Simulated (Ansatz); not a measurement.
# triplet AlBH2OF2: levels of theory compared

We compute a comparison of 6 runs (UHF/STO-3G, U-r2SCAN/6-31G*, UPBE-QIDH/6-31G*, UB3LYP/6-31G*, UMP2/6-31G*, UBCCD(T)/6-31G*) of triplet AlBH2OF2. 

The results are computed with Ansatz 0.2.0.

128 further runs of the same task are left out: 128 set aside as unsound or not needed.

**1. Starting point**

AlBH2OF2 has 7 atoms, charge 0, and is taken as a triplet. SMILES of the parent species: `O[B](F)[AlH][F]`. The shape is that of a PBE0-D4/def2-TZVP optimisation. This is one conformer, not always the lowest. That shape belongs to the parent species and isn't relaxed for this state.

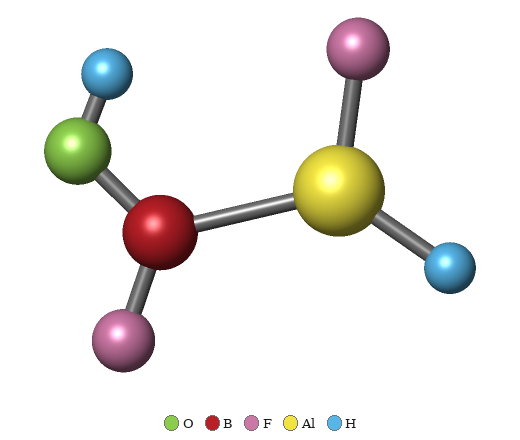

The structure, seen from a chosen angle (oxygen green, boron red, fluorine pink, aluminium yellow, hydrogen blue).

**2. A single-point energy at UHF/STO-3G (run 1)**

File job.yaml:

```yaml
crystal:
  periodic: [false, false, false]
  atoms:
    - {symbol: O, position_ang: [0.462300, -0.166500, 1.769000]}
    - {symbol: B, position_ang: [0.511800, -0.675600, 0.519100]}
    - {symbol: F, position_ang: [1.170800, -1.824800, 0.394500]}
    - {symbol: Al, position_ang: [-0.411500, 0.301600, -1.162100]}
    - {symbol: F, position_ang: [-1.152700, 1.713100, -0.697800]}
    - {symbol: H, position_ang: [-0.019900, 0.662300, 1.825000]}
    - {symbol: H, position_ang: [-0.499600, -0.078200, -2.693300]}
basis:
  gaussian: {orbitals: STO-3G}
magnetization: {spin_polarized: true, initial_magnetization: 2}
hamiltonian: {xc: hf}
accuracy: high
output: {orbitals: {seedname: orbitals}}
```

Started as:

```console
$ ansatz run job.yaml --threads 1 --pin off --max-ram 3480MiB --events-out events.jsonl --progress --plain --runs-dir runs
```

The program printed:

```text
Warning: RAYON_NUM_THREADS=1 ignored (pool sized by the plan → 1); use --threads N
Functional definition: HF
  name "HF"
  exchange = exact_x
  correlation = 0
611 factors; integrals over basis functions are off by at most 2.4e-8 eV
mean field evaluation 1: about -14537.4250 eV, gradient 2.1e1 eV
mean field evaluation 2: about -14537.5410 eV, gradient 2.1e1 eV
mean field evaluation 4: about -14541.3457 eV, gradient 2.1e0 eV
mean field evaluation 8: about -14541.4482 eV, gradient 8.6e-2 eV
mean field evaluation 16: about -14541.4452 eV, gradient 1.6e-8 eV
mean field evaluation 32: about -14537.5224 eV, gradient 7.7e0 eV
mean field -14541.44523520 eV, -534.3882558480 hartree, gradient 1.6e-8 eV, S^2 2.005245; 0 other end points of the search recorded, 0 dependent functions left out
reference -14541.44523520 eV, -534.3882558480 hartree; 24, 22 occupied and 7, 9 virtual orbitals, 611 factors
Total energy: -14541.44523520 eV, -534.3882558480 hartree
```

Wall time 0.46 s (1 thread of Arm Neoverse V1, shared host).

**3. A single-point energy at U-r2SCAN/6-31G(d) (spherical functions) (run 2)**

File input.yaml:

```yaml
basis:
  gaussian: {orbitals: 6-31G_st_-spherical.json}
crystal:
  periodic: [false, false, false]
  atoms:
    - symbol: O
      position_ang: [0.462300, -0.166500, 1.769000]
    - symbol: B
      position_ang: [0.511800, -0.675600, 0.519100]
    - symbol: F
      position_ang: [1.170800, -1.824800, 0.394500]
    - symbol: Al
      position_ang: [-0.411500, 0.301600, -1.162100]
    - symbol: F
      position_ang: [-1.152700, 1.713100, -0.697800]
    - symbol: H
      position_ang: [-0.019900, 0.662300, 1.825000]
    - symbol: H
      position_ang: [-0.499600, -0.078200, -2.693300]
hamiltonian: {xc: {name: r2SCAN}}
magnetization: {spin_polarized: true, initial_magnetization: 2}
accuracy: high
output: {orbitals: {seedname: orbitals}}
```

The basis set 6-31G* is read from a file made from the Basis Set Exchange's data (not shown).

Started as:

```console
$ ansatz run input.yaml --threads 1 --pin off --max-ram 3480MiB --events-out events.jsonl --progress --plain --runs-dir runs
```

The program printed:

```text
Warning: RAYON_NUM_THREADS=1 ignored (pool sized by the plan → 1); use --threads N
Functional definition: r2SCAN
  name "r2SCAN"
  parameter k0 = 0.174
  parameter k1 = 0.065
  parameter a1 = 4.9479
  exchange = r2scan_x(k0 = k0, k1 = k1, a1 = a1)
  correlation = r2scan_c
1697 factors; integrals over basis functions are off by at most 5.8e-9 eV
mean field evaluation 1: about -14776.7647 eV, gradient 4.1e1 eV
mean field evaluation 2: about -14748.8979 eV, gradient 9.2e1 eV
mean field evaluation 4: about -14782.0067 eV, gradient 7.2e0 eV
mean field evaluation 8: about -14782.1804 eV, gradient 3.4e-1 eV
mean field evaluation 16: about -14782.1811 eV, gradient 5.1e-4 eV
mean field -14782.18105571 eV, -543.2351340753 hartree, gradient 2.2e-8 eV, S^2 2.003536; 0 other end points of the search recorded, 0 dependent functions left out
reference -14782.18106062 eV, -543.2351342557 hartree; 24, 22 occupied and 54, 56 virtual orbitals, 1697 factors
Total energy: -14782.18106062 eV, -543.2351342557 hartree
```

It took 24 s on 1 thread of Arm Neoverse V1, shared host; peak memory 0.41 GiB.

Runs 3 to 5 aren't shown in full; the table further down has their settings and results.

**4. The energy at UBCCD(T)/6-31G(d) (spherical functions) (run 6)**

File in.yaml:

```yaml
crystal:
  periodic: [false, false, false]
  atoms:
    - {symbol: O, position_ang: [0.462300, -0.166500, 1.769000]}
    - {symbol: B, position_ang: [0.511800, -0.675600, 0.519100]}
    - {symbol: F, position_ang: [1.170800, -1.824800, 0.394500]}
    - {symbol: Al, position_ang: [-0.411500, 0.301600, -1.162100]}
    - {symbol: F, position_ang: [-1.152700, 1.713100, -0.697800]}
    - {symbol: H, position_ang: [-0.019900, 0.662300, 1.825000]}
    - {symbol: H, position_ang: [-0.499600, -0.078200, -2.693300]}
basis:
  gaussian:
    orbitals: 6-31G_st_-spherical.json
magnetization:
  spin_polarized: true
  initial_magnetization: 2
correlation:
  method: bccd_t
  frozen_orbitals: {Al: 5, B: 1, F: 1, H: 0, O: 1}
accuracy: high
scf:
  omitted_lower_state_checks: [cluster_reference, increment]
```

The basis set 6-31G* is read from a file made from the Basis Set Exchange's data (not shown).

Started as:

```console
$ ansatz run in.yaml --threads 1 --pin off --max-ram 3480MiB --events-out events.jsonl --progress --plain --runs-dir runs
```

The program printed (excerpt; [...] marks lines left out):

```text
Warning: RAYON_NUM_THREADS=1 ignored (pool sized by the plan → 1); use --threads N
Functional definition: HF
  name "HF"
[...]
1697 factors; integrals over basis functions are off by at most 5.8e-9 eV
[...]
mean field -14735.40502277 eV, -541.5161465705 hartree, gradient 1.7e-8 eV, S^2 2.003348; 1 other end points of the search recorded, 0 dependent functions left out
9 core orbitals not correlated: weight in the atoms' cores, before any rotation towards them, 1.000 or more for the frozen orbitals, at most 0.000 for the correlated occupied ones
reference -14735.40502277 eV, -541.5161465705 hartree; 15, 13 occupied and 54, 56 virtual orbitals, 1697 factors
second order -17.24381285 eV of doubles, -0.00000000 eV of singles
cycle   1  -17.16634740 eV  change    7.7e-2 eV  update   1.2e-1
[...]
cycle  29  -17.76165796 eV  change  -4.0e-10 eV  update   2.1e-9
perturbative correction -0.49028201 eV, -0.0180175314 hartree
Total energy: -14753.65696273 eV, -542.1868929926 hartree
Checks for a lower state left out: cluster_reference, increment
```

Wall time 89 s (1 thread of Arm Neoverse V1, shared host); peak memory 0.96 GiB.

**5. The series**

```csv
run,level,frozen core orbitals,Cartesian functions,energy (Eh),HOMO energy (eV),⟨S²⟩,wall time
1,UHF/STO-3G,–,no,-534.388256,-1.78,2.005,0.46 s
2,U-r2SCAN/6-31G* (spherical functions),–,no,-543.235134,-3.79,2.004,24 s
3,UPBE-QIDH/6-31G* (spherical functions),9,no,-542.749490,-5.98,2.004,18 s
4,UB3LYP/6-31G* (Cartesian functions),–,yes,-543.417151,-4.11,2.003,14 s
5,UMP2/6-31G* (spherical functions),9,no,-542.149845,–,2.003,4.5 s
6,UBCCD(T)/6-31G* (spherical functions),9,no,-542.186893,–,2.003,89 s
```

**6. Results**

| quantity | value |
| --- | --- |
| run 6: total energy | -542.18689 Eh |
| run 6: correlation energy (9 core orbitals frozen) | -670.7 mEh |
| run 6: (T) correction | -18.02 mEh |
| run 6: ⟨S²⟩ of the reference determinant | 2.003 |

What this shows: Totals of different functionals can't be ranked against each other. In run 1 the basis is minimal, so the values are rough. All runs together took 2.5 min, the longest 89 s.
